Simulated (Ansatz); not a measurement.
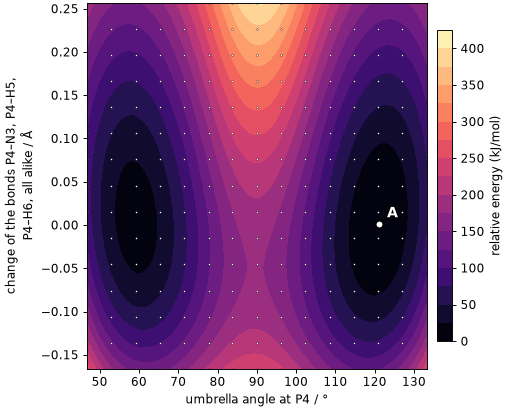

CH2NPS, SMILES PN=C=S. 
- The first coordinate is: umbrella angle at P4 (between each of its bonds and their common axis; 90 is planar); the second: change of the bonds P4–N3, P4–H5, P4–H6, all alike.
- Nothing is relaxed (all other coordinates rigid).
- Grid: 15 × 15 points.
- Points are written as (first, second).
- Energies are in kJ/mol, from the relaxed molecule at the same level.
- All numbers below come from Ansatz, RKS r2SCAN-D4/def2-TZVP.

The picture shows filled contours, dots at the grid points, the point A. Between grid points the surface is interpolated.

**Find the lowest pass out of the well at A.**

The easiest path leads from the well at about (121°, 0.00 Å) to the well at about (59°, 0.01 Å), about 12 kJ/mol higher. Its highest point lies about 177 kJ/mol above the bottom of the first well on the interpolated surface, at about (90°, −0.05 Å). The start is the relaxed structure and all else is held, so a fully relaxed path at this level can only be lower.

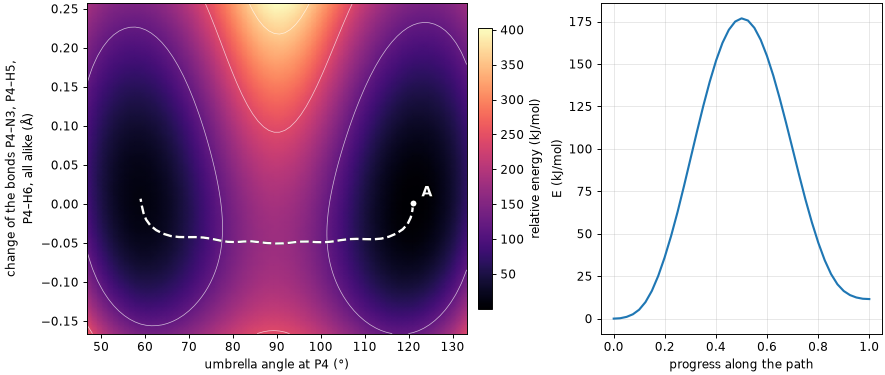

The picture shows a smooth colour map with a few white contour lines, a line along the lowest path, the energy along the path at the right. Between grid points the surface is interpolated.
